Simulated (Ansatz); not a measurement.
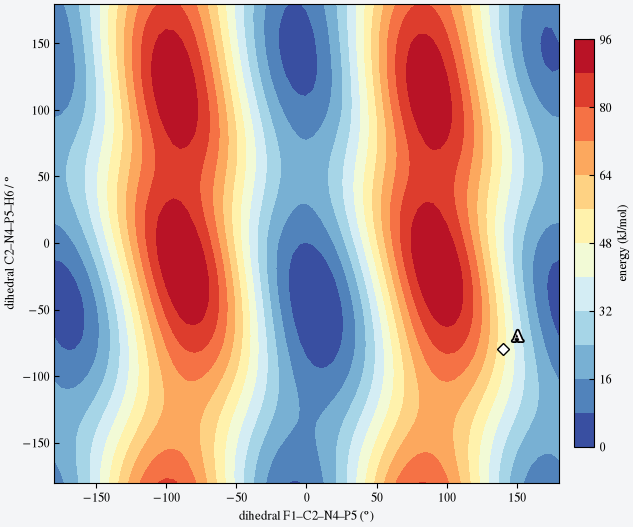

CH₂F₂NP, SMILES FC(F)=NP. The first coordinate is: dihedral F1–C2–N4–P5; the second: dihedral C2–N4–P5–H6. Nothing is relaxed (all other coordinates rigid). The grid has 18 × 18 points. Points are written as (first, second). Energies are in kJ/mol, from the relaxed molecule at the same level. The dihedral twists a double bond; near 90° a spin-restricted reference is unreliable. Computed with Ansatz, RKS PBE0-D4/def2-SVP.

The picture shows filled contours, the point A. Between grid points the surface is interpolated.

> Which way does the force act at A, and how strong is it?

A, at (140°, −80°), is not a stationary point. The computed force is 1.3 kJ/mol for each degree towards larger values of dihedral F1–C2–N4–P5 and 0.07 kJ/mol for each degree towards smaller values of dihedral C2–N4–P5–H6.
